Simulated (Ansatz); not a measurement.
**C₂AlF: single-point calculation**

C₂AlF, computed with RKS PBE0-D4/def2-TZVPP (Ansatz 0.2.0).

The geometry is a randomly displaced structure. Figures and captions count atoms from 1; the log counts them from 0 in places.

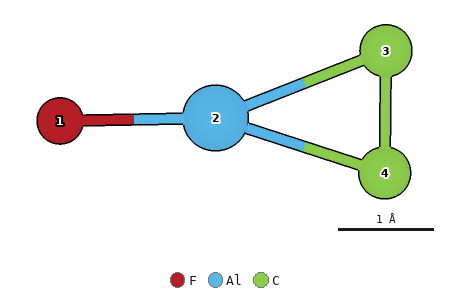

Fig. 1: The structure as given in the input (ball-and-stick view, seen at a tilt; atoms are numbered from 1 in the order of the input). Sticks mark near contacts. Bond lengths as drawn: Al–C 1.92 to 1.94 Å, Al–F 1.66 Å and C–C 1.31 Å.

Summary:

| quantity | value |
| --- | --- |
| outcome | converged |
| total energy | −11379.5515 eV |
| mean-field energy | −11379.4924 eV |
| dispersion energy | −0.0591 eV |
| SCF solution under orbital rotations | stable |
| HOMO | −7.64 eV |
| LUMO | −2.44 eV |
| largest force (length of the vector) | 2.617 eV/Å |
| dipole moment | 2.88 D |
| hardware | 4 threads of Intel Xeon, 54 GiB of memory available, shared host |
| wall time | 0.75 s (CPU time 2.3 s) |
| peak memory | 0.25 GiB |

Input file:
```yaml
crystal:
  periodic: [false, false, false]
  atoms:
    - {symbol: F, position_ang: [-0.346000, -0.169900, 2.106400]}
    - {symbol: Al, position_ang: [-0.076700, -0.044300, 0.476800]}
    - {symbol: C, position_ang: [0.076200, 0.760600, -1.277500]}
    - {symbol: C, position_ang: [0.319100, -0.522900, -1.335700]}
basis:
  gaussian: {orbitals: def2-TZVPP}
hamiltonian: {xc: pbe0, dispersion: d4}
output: {forces: true, orbitals: {seedname: orbitals}}
```

Command:
```bash
ansatz run in.yaml --threads 4 --pin off --events-out ev --progress --plain --max-ram 5222MiB
```

The program's output:
```
Functional definition: PBE0
  name "PBE0"
  cite "Adamo & Barone, J. Chem. Phys. 110, 6158 (1999) doi:10.1063/1.478522"
  cite "Perdew, Burke & Ernzerhof, Phys. Rev. Lett. 77, 3865 (1996) doi:10.1103/PhysRevLett.77.3865"
  parent pbe
  parameter a = 0.25
  parameter kappa = 0.804
  parameter beta = 0.06672455060314922
  exchange = (1 - a)*pbe_x(kappa = kappa, mu = beta*pi^2/3) + a*exact_x
  correlation = pbe_c(beta = beta)
816 factors; their error is unknown
mean field evaluation 1: about -11371.8518 eV, gradient 5.8e1 eV
mean field evaluation 2: about -11355.1498 eV, gradient 9.8e1 eV
mean field evaluation 4: about -11379.3377 eV, gradient 8.1e0 eV
mean field evaluation 8: about -11379.4674 eV, gradient 2.9e-2 eV
mean field evaluation 16: about -11379.4924 eV, gradient 1.5e-5 eV
mean field -11379.49237848 eV, -418.1886316122 hartree, gradient 1.5e-5 eV, S^2 0.000000; 0 other end points of the search recorded, 0 dependent functions left out
the calculation of the forces begins
reference -11379.49240588 eV, -418.1886326191 hartree; 17, 17 occupied and 118, 118 virtual orbitals, 816 factors
Total energy: -11379.55150152 eV, -418.1908043438 hartree
Atom 0 at    -0.346000    -0.169900     2.106400 Å, force     0.169685     0.067869    -0.966067 eV/Å
Atom 1 at    -0.076700    -0.044300     0.476800 Å, force     0.021411     0.091378    -0.372103 eV/Å
Atom 2 at     0.076200     0.760600    -1.277500 Å, force     0.359193    -2.521520     0.601163 eV/Å
Atom 3 at     0.319100    -0.522900    -1.335700 Å, force    -0.550289     2.362273     0.737008 eV/Å
Dipole moment:    -0.082812    -0.064856     0.590822 e Å
```

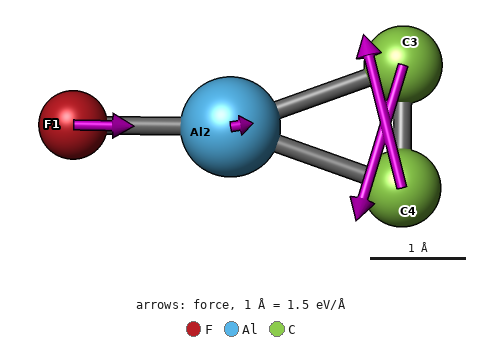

Fig. 2: Forces on the atoms as pink arrows (ball-and-stick view, seen on its broad side; atoms are numbered from 1 in the order of the input). The largest act on C3 (2.62 eV/Å); C4 (2.54 eV/Å); F1 (0.98 eV/Å). The geometry is not a stationary point of this energy.

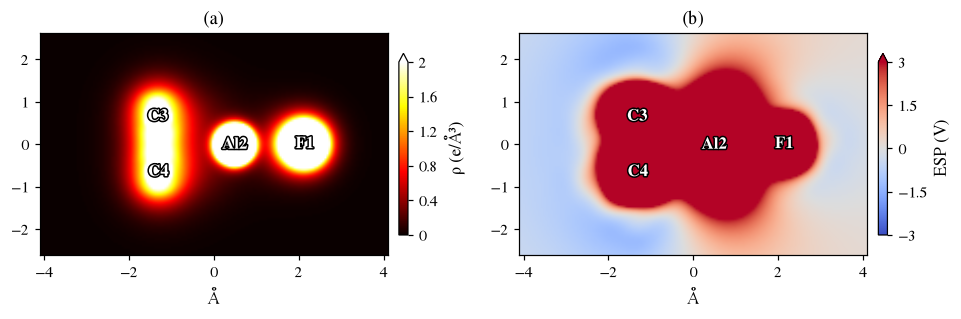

Fig. 3: (a) total electron density; (b) electrostatic potential on the molecular plane. The plane passes through F, Al and C nuclei. C–C (1.31 Å): ρ at the midpoint is about 2.6 e/Å³. Al–F (1.66 Å): ρ is about 0.91 e/Å³ halfway. C–Al (1.92 Å): ρ is about 0.64 e/Å³ halfway.

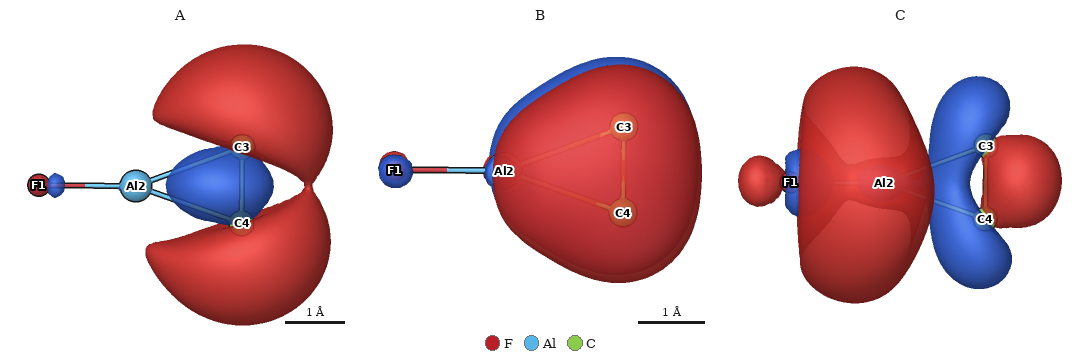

Fig. 4: Three frontier orbitals at ±0.08 Å⁻³ᐟ² (blue and red are the two phases). B is the HOMO−1 (−8.79 eV). A is the HOMO (−7.64 eV). It lies mainly on C4 (45 %), C3 (45 %) and Al2 (10 %); it is symmetric in the molecular plane (σ or in-plane lone-pair type). C is the LUMO (−2.44 eV). Its weight (Hirshfeld) is mainly on Al2 (65 %), C3 (10 %), C4 (10 %) and F1 (10 %); it is symmetric in the molecular plane (σ or in-plane lone-pair type). The HOMO–LUMO gap is 5.20 eV between the orbital energies.

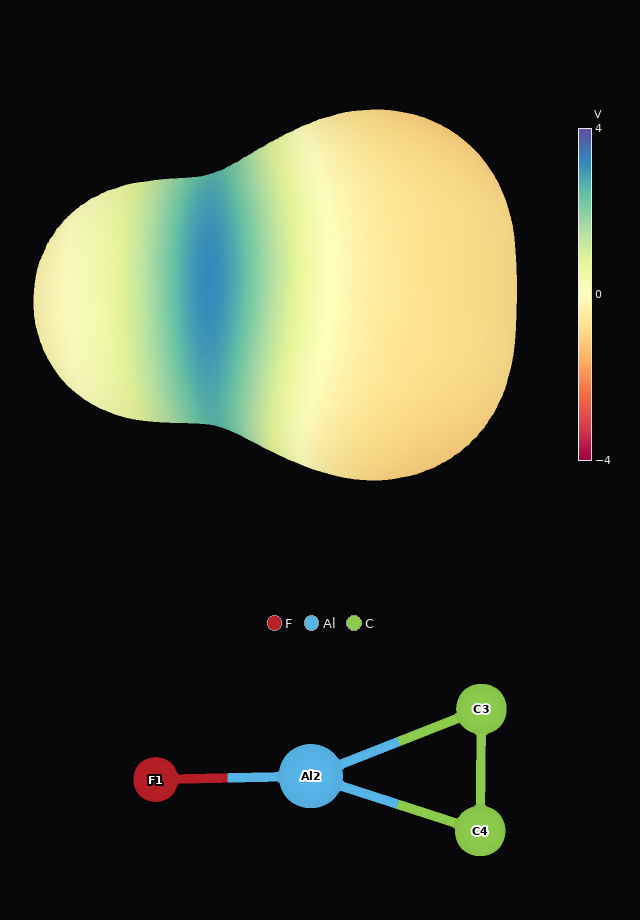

Fig. 5: The electrostatic potential painted on the density surface at 0.001 e/bohr³, seen at a tilt; red is negative and blue positive. The bare structure is drawn below in the same view. A positive charge is drawn to the negative regions and a negative charge to the positive ones.
